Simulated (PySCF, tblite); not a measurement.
# 1,1,1,3-tetrafluoropropane (C₃H₄F₄): a rotation path, then NMR shifts on frames

Aim: move 1,1,1,3-tetrafluoropropane (C₃H₄F₄) (`FCCC(F)(F)F`) away from its starting geometry and see how NMR shifts follow the geometry.

Programs: tblite 0.8.0 and PySCF 2.14.0, with density-fitted response routines of our own. Each step states its level of theory. These are calculated values for one molecule in the gas phase, unless marked as measured. Atoms count from 0, in the outputs and in this text.

## Step 1: The molecule as given

11 atoms, charge 0, multiplicity 1; geometry from: GFN2-xTB.

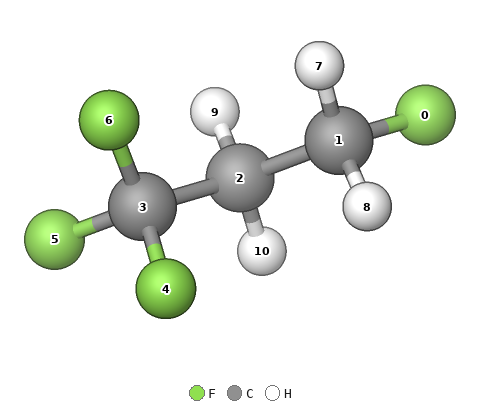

As it starts; fluorine green, carbon grey, hydrogen white, atoms numbered; sticks join atoms by distance.

## Step 2: The rotation path with GFN2-xTB

Job settings and geometry (Å):

```
{"job": {"kind": "neb", "xc": "GFN2-xTB", "basis": "xTB", "atoms": [1, 2, 3, 4], "turn": 120}, "charge": 0, "multiplicity": 1}
F      2.414174    -0.272810    -0.113232
C      1.223254     0.378041     0.052759
C      0.076910    -0.614196    -0.134675
C     -1.259652     0.075814     0.040101
F     -1.396342     0.620382     1.258347
F     -2.284773    -0.769778    -0.120223
F     -1.438737     1.070408    -0.841955
H      1.185268     1.177634    -0.694247
H      1.224563     0.801070     1.062622
H      0.112370    -1.046274    -1.136822
H      0.148390    -1.417620     0.601363
```

Level: GFN2-xTB climbing-image nudged elastic band, gas phase.

On the command line:

```
OMP_NUM_THREADS=1 python probes_run.py task.json out
```

One launch serves the whole session: the jobs run in the order shown.

Standard output:

```text
image   E - E0 / eV
  0       0.0000
  1       0.0181
  2       0.0516
  3       0.0792
  4       0.0875
  5       0.0728
  6       0.0424
  7       0.0123
  8       0.0000
```

Run time: 4.9 s. Hardware: 1 thread, shared host.

The final band, with the dihedral C1–C2–C3–F4:

```csv
image,dihedral (°),energy (eV),energy (kcal/mol)
0,-60,0.000,0.0
1,-43,0.018,0.4
2,-28,0.052,1.2
3,-13,0.079,1.8
4,2,0.087,2.0
5,17,0.073,1.7
6,32,0.042,1.0
7,46,0.012,0.3
8,60,0.000,0.0
```

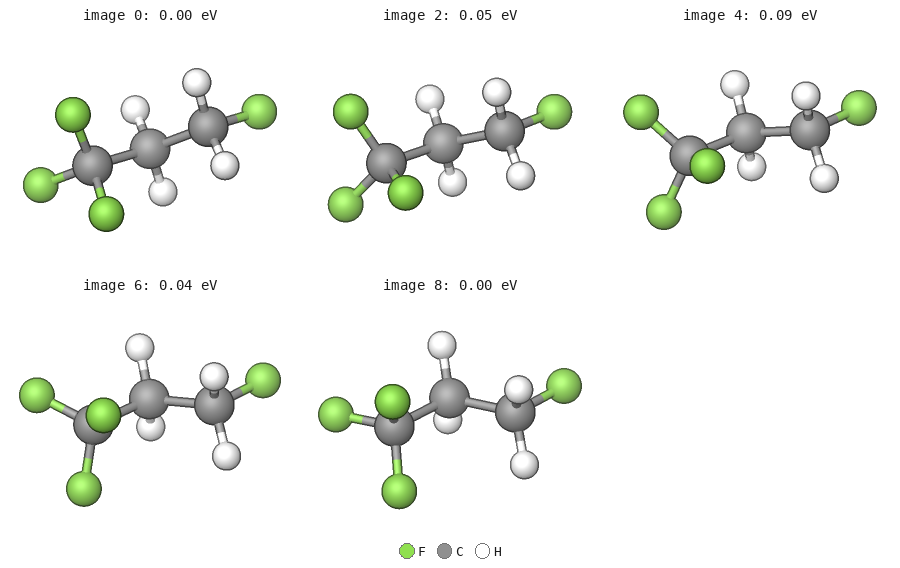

Images along the band.

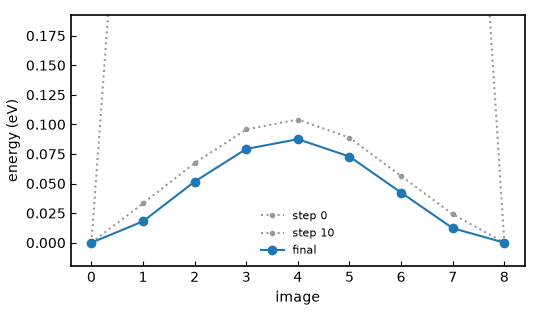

Energy along the band, early and final.

## Step 3: Nuclear shieldings: image 0, PBE0/pcSseg-1

Job settings and geometry (Å):

```
{"job": {"kind": "nmr", "xc": "PBE0", "basis": "pcSseg-1", "pop": false}, "charge": 0, "multiplicity": 1}
F      2.414200    -0.272800    -0.113200
C      1.223300     0.378000     0.052800
C      0.076900    -0.614200    -0.134700
C     -1.259700     0.075800     0.040100
F     -1.396300     0.620400     1.258300
F     -2.284800    -0.769800    -0.120200
F     -1.438700     1.070400    -0.842000
H      1.185300     1.177600    -0.694200
H      1.224600     0.801100     1.062600
H      0.112400    -1.046300    -1.136800
H      0.148400    -1.417600     0.601400
```

Method: GIAO PBE0/pcSseg-1 NMR shielding, non-relativistic, gas phase.

Standard output:

```text
coarse grid: 10088 points
cycle   1  E = -515.3387954671  dE =  9.807e-01  |g| = 9.520e-01  |ddm| = 2.737e+00
cycle   2  E = -515.1883694540  dE =  1.504e-01  |g| = 1.414e+00  |ddm| = 1.206e+00
cycle   3  E = -515.4868569331  dE = -2.985e-01  |g| = 6.104e-02  |ddm| = 7.471e-01
cycle   4  E = -515.4873720844  dE = -5.152e-04  |g| = 3.541e-02  |ddm| = 5.950e-02
cycle   5  E = -515.4876412543  dE = -2.692e-04  |g| = 5.303e-03  |ddm| = 2.663e-02
cycle   6  E = -515.4876454194  dE = -4.165e-06  |g| = 2.055e-03  |ddm| = 3.463e-03
final grid: 101528 points
cycle   7  E = -515.5537643707  dE = -4.353e-05  |g| = 8.298e-03  |ddm| = 2.122e-02
cycle   8  E = -515.5537535283  dE =  1.084e-05  |g| = 1.187e-02  |ddm| = 1.197e-02
cycle   9  E = -515.5537776434  dE = -2.412e-05  |g| = 7.626e-04  |ddm| = 6.734e-03
cycle  10  E = -515.5537777472  dE = -1.037e-07  |g| = 1.997e-04  |ddm| = 6.968e-04
cycle  11  E = -515.5537777540  dE = -6.842e-09  |g| = 4.729e-05  |ddm| = 1.458e-04
cycle  12  E = -515.5537777544  dE = -3.548e-10  |g| = 1.477e-05  |ddm| = 3.781e-05
converged SCF energy = -515.5537777544

GIAO shielding tensors (ppm)
atom      isotropic    diamagn.    paramagn.     s11        s22        s33       span
  0 F      430.467     469.673     -39.207    397.111    425.753    468.536     71.425
  1 C      105.809     242.404    -136.595     68.770     82.791    165.865     97.095
  2 C      147.057     250.807    -103.750    125.459    143.880    171.832     46.373
  3 C       53.174     241.326    -188.152     51.108     51.977     56.436      5.328
  4 F      257.567     474.225    -216.658    166.137    265.897    340.667    174.529
  5 F      247.501     471.523    -224.022    157.913    244.351    340.239    182.326
  6 F      257.606     474.217    -216.611    166.168    265.958    340.691    174.523
  7 H       26.701      28.627      -1.926     21.929     28.320     29.853      7.924
  8 H       26.701      28.629      -1.927     21.934     28.322     29.848      7.914
  9 H       29.078      29.535      -0.457     25.807     28.442     32.986      7.178
 10 H       29.074      29.534      -0.460     25.804     28.434     32.985      7.181
```

Wall time 39 s (1 thread, shared host).

The references, computed at this level on geometries of the same kind, shield at (ppm): 1H TMS 31.72, 13C TMS 186.9, 19F CFCl3 170.9. Their shielding less the atom's gives the shift. The references are single molecules in the gas phase, so shifts against H2O, NH3, PH3, H3PO4 or CFCl3 are not on the usual liquid scales and can be off by tens of ppm. Each atom is listed at this fixed geometry, with no averaging over motion; a spectrum would average atoms that exchange fast.

```csv
atoms,environment,σ (ppm),δ (ppm)
C3,CF3 carbon,53.2,133.8
C1,sp3 CH2 bonded to F,105.8,81.1
C2,sp3 CH2,147.1,39.9
H7,hydrogen on an sp3 CH2 bonded to F,26.70,5.02
H8,hydrogen on an sp3 CH2 bonded to F,26.70,5.02
H10,hydrogen on an sp3 CH2,29.07,2.64
H9,hydrogen on an sp3 CH2,29.08,2.64
F5,fluorine of a CF3 group,247.5,-76.6
F4,fluorine of a CF3 group,257.6,-86.6
F6,fluorine of a CF3 group,257.6,-86.7
F0,fluorine on an sp3 carbon,430.5,-259.5
```

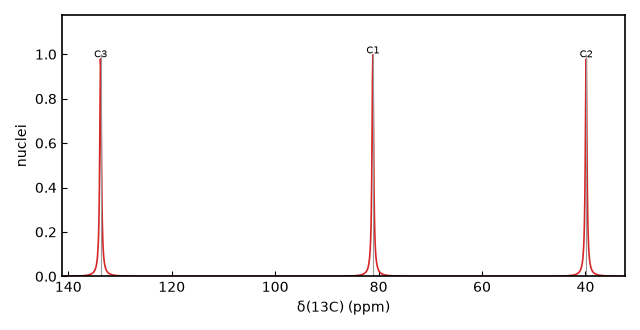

13C lines at the computed shifts, without couplings. Lines are broadened to a width of 0.38 ppm (Lorentzian).

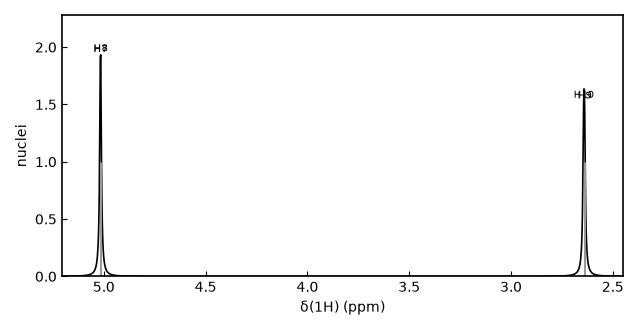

1H lines at the computed shifts, without couplings. Lines are broadened to a width of 0.01 ppm (Lorentzian).

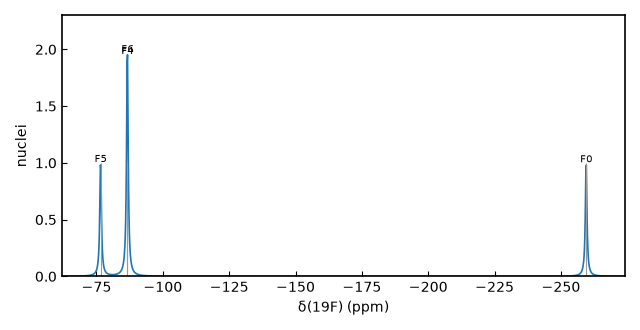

19F lines at the computed shifts, without couplings. Lines are broadened to a width of 0.73 ppm (Lorentzian).

Orbitals, density, ELF and potential are computed afterwards from the orbital file.

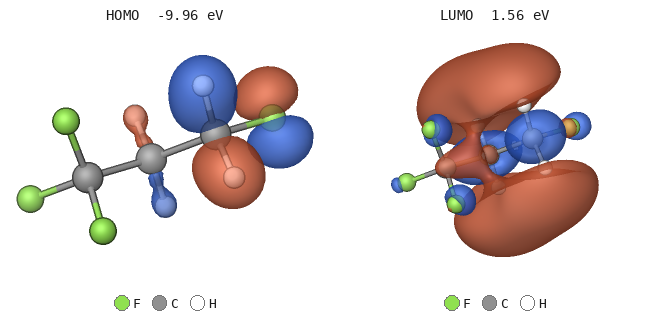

PBE0/pcSseg-1 orbitals near the gap, drawn at the value that encloses 70 % of each; the two colours are the two signs.

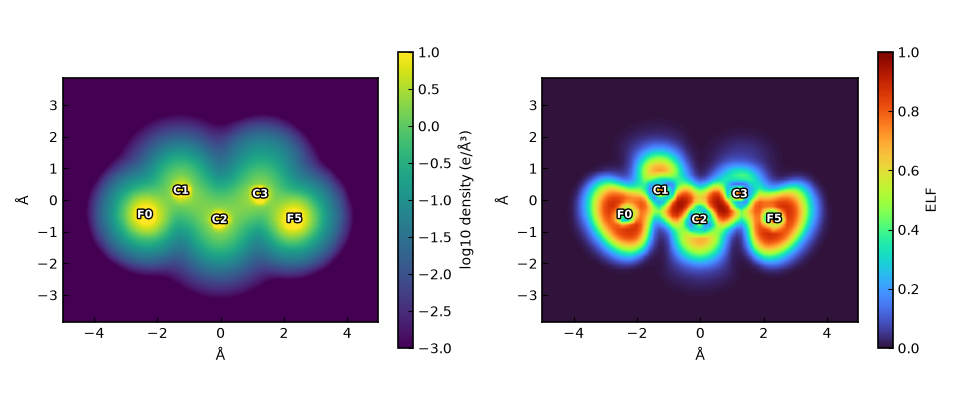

Density (left) and ELF (right) in a plane through or near 5 of the atoms.

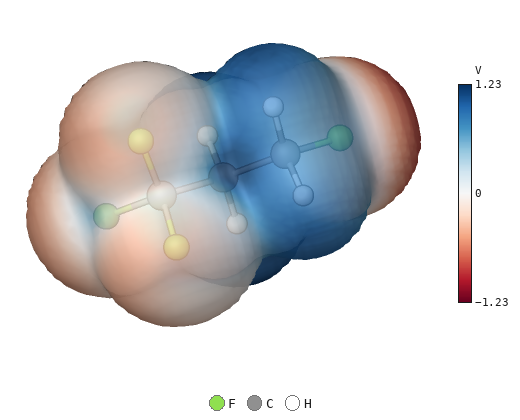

Electrostatic potential on the surface of density 0.002 e/bohr³; red is low, blue high. It runs, from the 1st to the 99th percentile, from -0.80 V near F0 to 1.23 V near H10.

## Step 4: Shielding tensors: image 2, PBE0/pcSseg-1

Job settings and geometry (Å):

```
{"job": {"kind": "nmr", "xc": "PBE0", "basis": "pcSseg-1", "pop": false}, "charge": 0, "multiplicity": 1}
F      2.418300    -0.274500    -0.093200
C      1.226200     0.343200     0.160700
C      0.078000    -0.588000    -0.226800
C     -1.264200     0.086800     0.004000
F     -1.221900     1.008700     0.979000
F     -2.218200    -0.785700     0.350900
F     -1.702700     0.725300    -1.089600
H      1.207500     1.267900    -0.425600
H      1.204700     0.575500     1.230900
H      0.153800    -0.854100    -1.283800
H      0.123800    -1.502500     0.367500
```

With the program's defaults for keys left out, this is: GIAO PBE0/pcSseg-1 NMR shielding, non-relativistic, gas phase.

Standard output:

```text
coarse grid: 10088 points
cycle   1  E = -515.3350038938  dE =  9.814e-01  |g| = 9.535e-01  |ddm| = 2.739e+00
cycle   2  E = -515.1838426260  dE =  1.512e-01  |g| = 1.416e+00  |ddm| = 1.209e+00
cycle   3  E = -515.4836718479  dE = -2.998e-01  |g| = 6.093e-02  |ddm| = 7.471e-01
cycle   4  E = -515.4841843632  dE = -5.125e-04  |g| = 3.552e-02  |ddm| = 5.935e-02
cycle   5  E = -515.4844557297  dE = -2.714e-04  |g| = 5.264e-03  |ddm| = 2.644e-02
cycle   6  E = -515.4844598170  dE = -4.087e-06  |g| = 2.059e-03  |ddm| = 3.430e-03
final grid: 101528 points
cycle   7  E = -515.5508386668  dE = -4.403e-05  |g| = 8.152e-03  |ddm| = 1.979e-02
cycle   8  E = -515.5508281261  dE =  1.054e-05  |g| = 1.169e-02  |ddm| = 1.158e-02
cycle   9  E = -515.5508512077  dE = -2.308e-05  |g| = 7.058e-04  |ddm| = 6.571e-03
cycle  10  E = -515.5508512962  dE = -8.856e-08  |g| = 1.973e-04  |ddm| = 6.574e-04
cycle  11  E = -515.5508513031  dE = -6.834e-09  |g| = 4.701e-05  |ddm| = 1.459e-04
cycle  12  E = -515.5508513034  dE = -3.452e-10  |g| = 1.498e-05  |ddm| = 3.739e-05
converged SCF energy = -515.5508513034

GIAO shielding tensors (ppm)
atom      isotropic    diamagn.    paramagn.     s11        s22        s33       span
  0 F      428.940     469.616     -40.676    394.818    428.671    463.331     68.513
  1 C      106.096     242.117    -136.021     67.999     81.937    168.352    100.353
  2 C      146.166     251.274    -105.108    123.959    138.696    175.844     51.885
  3 C       53.361     240.718    -187.358     51.502     52.856     55.724      4.222
  4 F      259.452     474.715    -215.263    170.722    266.470    341.163    170.441
  5 F      240.765     471.659    -230.894    160.589    223.942    337.766    177.177
  6 F      245.481     473.184    -227.703    161.413    234.379    340.651    179.238
  7 H       26.760      28.622      -1.862     22.222     28.461     29.599      7.377
  8 H       26.622      28.663      -2.041     21.700     28.162     30.005      8.305
  9 H       28.927      29.487      -0.560     25.762     28.472     32.546      6.784
 10 H       28.921      29.686      -0.766     25.275     28.819     32.668      7.393
```

Run time: 26 s. Hardware: 1 thread, shared host.

This run: δ C3 133.6, C1 80.8, C2 40.8, F5 -69.8, H8 5.09, H7 4.96 ppm.

(Part 1 of 2 ends here.)
